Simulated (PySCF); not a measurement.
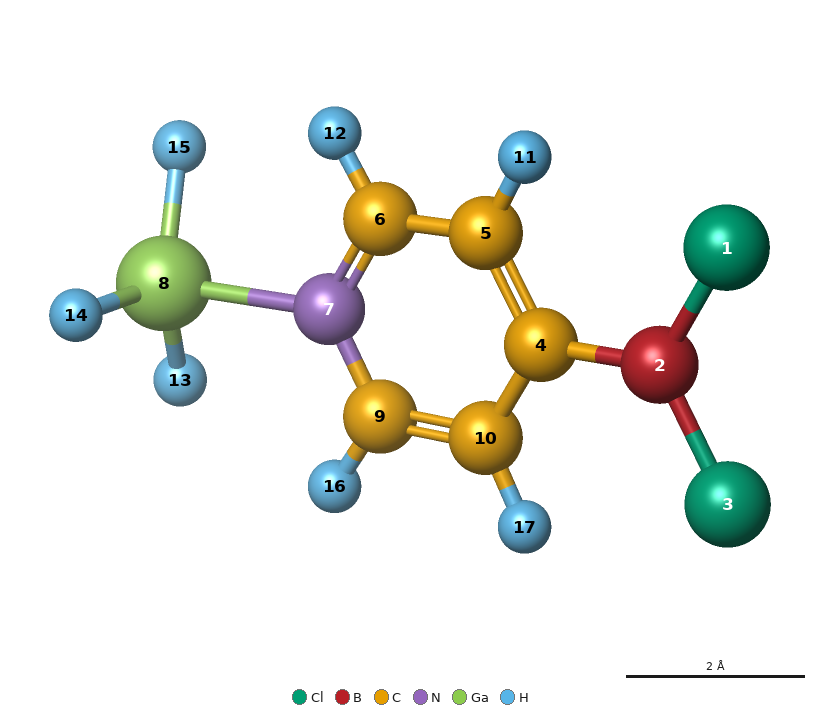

The atoms are numbered. Computed geometry: PBE0-D3(BJ)/def2-SVP optimisation. No frequency run is at hand to confirm it as a minimum.

### What is the geometry at Ga8?

Ga8 has 4 neighbours (N7 at 2.13, H13 at 1.58, H14 at 1.58, H15 at 1.58 Å); the arrangement is tetrahedral.

### Describe the coordination of atom 4.

C4 has 3 neighbours (B2 at 1.56, C5 at 1.40, C10 at 1.40 Å); the arrangement is trigonal planar.

### What is the geometry at C5?

C5 has 3 neighbours (C4 at 1.40, C6 at 1.39, H11 at 1.09 Å); the arrangement is trigonal planar.

### How are the neighbours of atom 6 arranged?

C6 has 3 neighbours (C5 at 1.39, N7 at 1.34, H12 at 1.09 Å); the arrangement is trigonal planar.

### What is the dihedral angle Cl1–B2–C4–C5?

0° in size, that is syn (eclipsed).
